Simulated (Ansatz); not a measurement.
A series of calculations on CH₂F₂OSi

Part 1: Relaxation

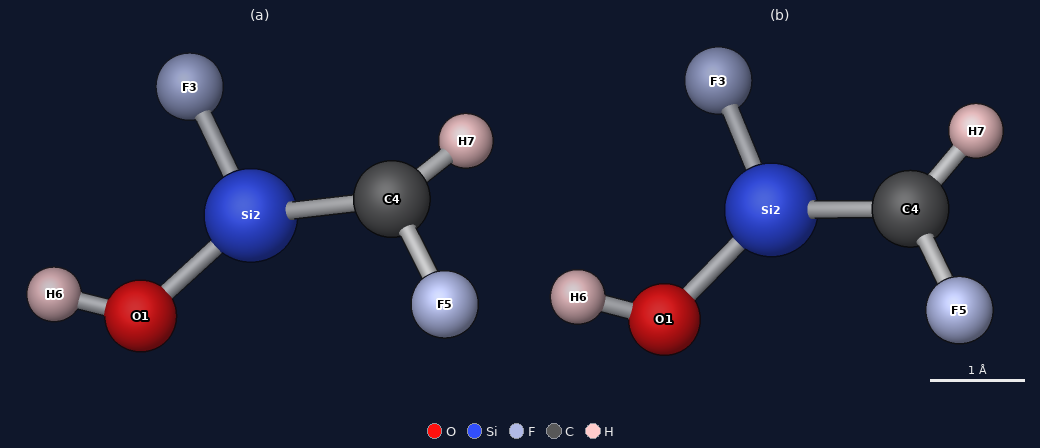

The structure of CH2F2OSi before (left) and after (right) a relaxation, at one scale.

The picture is a ball-and-stick view, seen at a tilt.

The run prepares an end point of a later path (torsion) calculation, from a guessed geometry.

Level of theory: RKS B3LYP-D4/def2-SVP (Ansatz). (no spin polarisation; force threshold 0.015 eV/Å; at most 40 steps)

### Describe what moved and what it gained.

The atom that moves furthest after the best rigid fit is H7 (0.23 Å). Largest moves by element: H 0.23 Å, F 0.18 Å, C 0.16 Å, Si 0.07 Å, O 0.06 Å. Some distances before and after: Si2–C4 1.774 → 1.710 Å, O1–Si2 1.596 → 1.637 Å, C4–F5 1.378 → 1.354 Å, C4–H7 1.087 → 1.096 Å. Among the angles between lasting bonds that change: O1–Si2–C4 135.1° → 128.5°, F5–C4–H7 108.8° → 114.4°, O1–Si2–F3 105.4° → 111.0°. The energy falls by 4.76 kcal/mol in 9 geometry steps. Largest force component: 1.6 eV/Å at the start, 0.0089 eV/Å at the end. Cost: 28 s on 1 thread of Intel(R) Xeon(R) 6975P-C (Granite Rapids) (shared host), peak memory 0.18 GiB.

Part 2: Relaxation

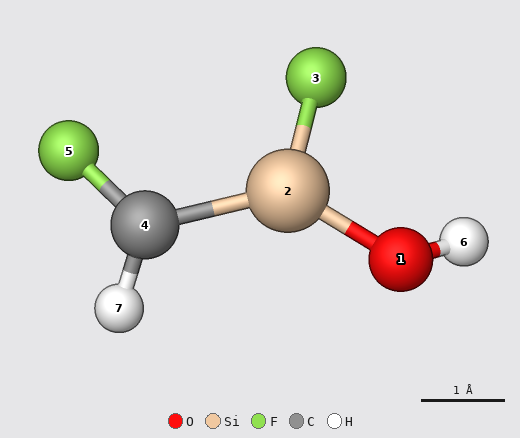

Starting structure of CH2F2OSi. A ball-and-stick model, seen at a tilt.

The run prepares an end point of a later path (torsion) calculation, from a guessed geometry.

Level of theory: RKS B3LYP-D4/def2-SVP in Ansatz.

Input
```yaml
crystal:
  periodic: [false, false, false]
  atoms:
    - { symbol: O, position_ang: [-0.71147, 0.58793, 1.54805] }
    - { symbol: Si, position_ang: [0.2001, 0.00686, 0.37397] }
    - { symbol: F, position_ang: [1.16198, -1.07843, 1.07593] }
    - { symbol: C, position_ang: [0.03729, -0.14479, -1.38604] }
    - { symbol: F, position_ang: [0.79589, -1.0922, -2.03819] }
    - { symbol: H, position_ang: [-0.78379, 0.18148, 2.41418] }
    - { symbol: H, position_ang: [-0.95906, -0.1355, -1.81964] }
basis:
  gaussian: { orbitals: def2-SVP }
hamiltonian:
  xc: b3lyp
  dispersion: d4
relax:
  f_tol: 0.015
  max_steps: 40
output:
  orbitals: {}
```

Launched with:
```bash
ansatz run input.yaml --threads 1 --pin off --max-ram 2048MiB --backend cpu --events-out ev --progress --plain --runs-dir out
```

Question: What does the optimiser find from here?

Answer: F3 moves most after the best rigid fit: 0.32 Å. By element the largest moves are F 0.32 Å, H 0.28 Å, Si 0.28 Å, C 0.28 Å, O 0.13 Å. Among the contacts that change: Si2–C4 1.774 → 1.703 Å, O1–Si2 1.596 → 1.639 Å, C4–F5 1.378 → 1.354 Å, C4–H7 1.087 → 1.095 Å. Among the angles between lasting bonds that change: O1–Si2–C4 135.1° → 123.1°, F3–Si2–C4 115.4° → 125.4°, O1–Si2–F3 105.4° → 111.5°. Groups turn about O1–Si2 by about 20°. Over 12 accepted moves (15 points after the start) the energy falls by 0.762 eV. Largest force component: 2.4 eV/Å at the start, 0.0038 eV/Å at the end. The line search rejected the trial steps at points 9, 11, 14 of the run. The run took 45 s on 1 thread of Intel(R) Xeon(R) 6975P-C (Granite Rapids) (shared host), peak memory 0.26 GiB.

The structure at the end:

```xyz
7

O    -0.6783    0.6297    1.4306
Si    0.2343   -0.2704    0.4091
F     1.4466   -0.9995    1.1867
C    -0.0681   -0.3721   -1.2634
F     0.7260   -1.0199   -2.1485
H    -0.9804    0.2344    2.2583
H    -0.9391    0.1232   -1.7046
```

After the run, drawn alike:

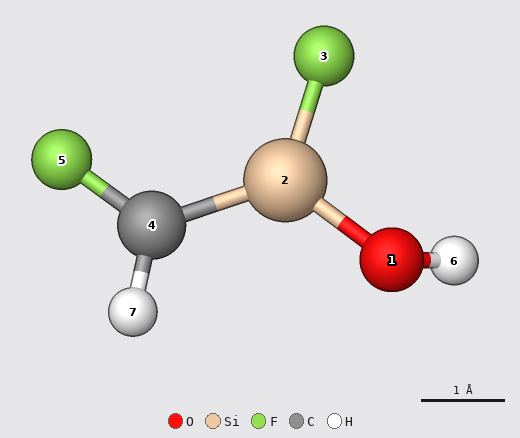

Part 3: Path

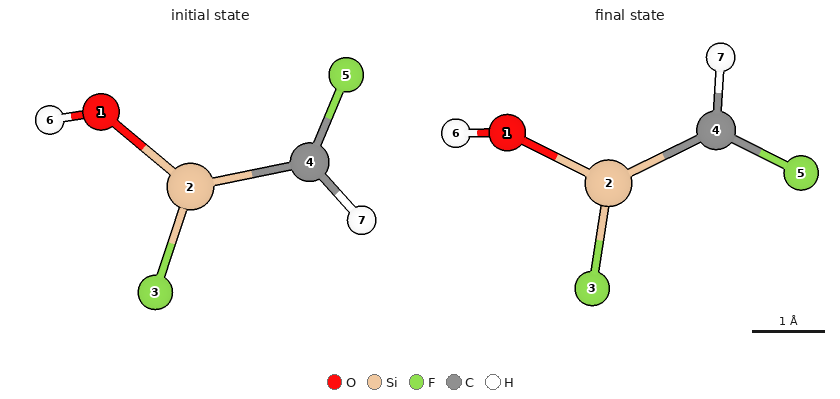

The two relaxed end points of a path for CH2F2OSi. The picture is a ball-and-stick view, seen face on.

Theory: RKS B3LYP-D4/def2-SVP in Ansatz.

Input file:
```yaml
crystal:
  periodic: [false, false, false]
  atoms:
    - { symbol: O, position_ang: [-0.699298, 0.642467, 1.525999] }
    - { symbol: Si, position_ang: [0.264928, -0.020085, 0.38123] }
    - { symbol: F, position_ang: [1.335872, -1.036696, 1.042488] }
    - { symbol: C, position_ang: [0.065766, -0.007415, -1.317016] }
    - { symbol: F, position_ang: [-0.854963, 0.746135, -1.962862] }
    - { symbol: H, position_ang: [-0.94631, 0.115928, 2.297382] }
    - { symbol: H, position_ang: [0.834006, -0.440344, -1.96722] }
basis:
  gaussian: { orbitals: def2-SVP }
hamiltonian:
  xc: b3lyp
  dispersion: d4
neb:
  order_check: false
  images: 9
  f_tol: 0.03
  max_iterations: 60
  initial_path: idpp
  final_atoms:
    - { symbol: O, position_ang: [-0.60135704, 0.63250543, 1.54373588] }
    - { symbol: Si, position_ang: [0.26168984, -0.12323722, 0.3730888] }
    - { symbol: F, position_ang: [1.40496817, -1.07352863, 1.00229722] }
    - { symbol: C, position_ang: [-0.01846354, 0.11531096, -1.28933346] }
    - { symbol: F, position_ang: [0.74222659, -0.41045514, -2.27867591] }
    - { symbol: H, position_ang: [-0.94515538, 0.11141127, 2.28041736] }
    - { symbol: H, position_ang: [-0.84390765, 0.74798333, -1.63152889] }
```

Run as
```bash
ansatz run input.yaml --threads 1 --pin off --max-ram 2048MiB --backend cpu --events-out ev --progress --plain --runs-dir out
```

> Predict the minimum-energy path and its barrier.

The barrier is about 29.9 kcal/mol in both directions, with image 5 at the top; the ends have nearly the same energy. The motion is a rotation about the Si2–C4 bond by about 180°. No bond forms or breaks between the ends. Bond angles that change up to the highest image, for instance: O1–Si2–C4 128.5° → 144.4°, Si2–C4–H7 120.3° → 109.2°. The band converged in 30 iterations, with a climbing image at the top. At the top, the vibrational analysis gives one imaginary mode (378i cm⁻¹), as a transition state must have.

Energies of the converged images:

```
image  path (Å)  E (kcal/mol)
    0      0.00           0.0
    1      0.42           1.2
    2      0.85           6.7
    3      1.27          15.4
    4      1.70          24.8
    5      2.12          29.9
    6      2.59          23.1
    7      3.06          11.4
    8      3.53           2.7
    9      4.01           0.3
   10      4.48           0.0
```

The geometry at the top of the path:

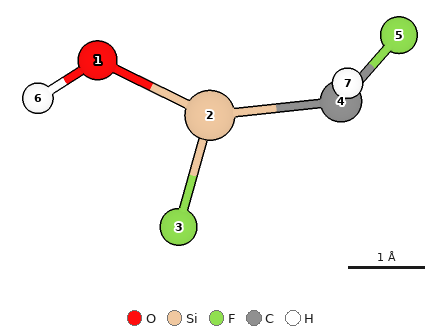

The run took 9 min on 1 thread of Intel(R) Xeon(R) 6975P-C (Granite Rapids) (shared host), peak memory 0.28 GiB.
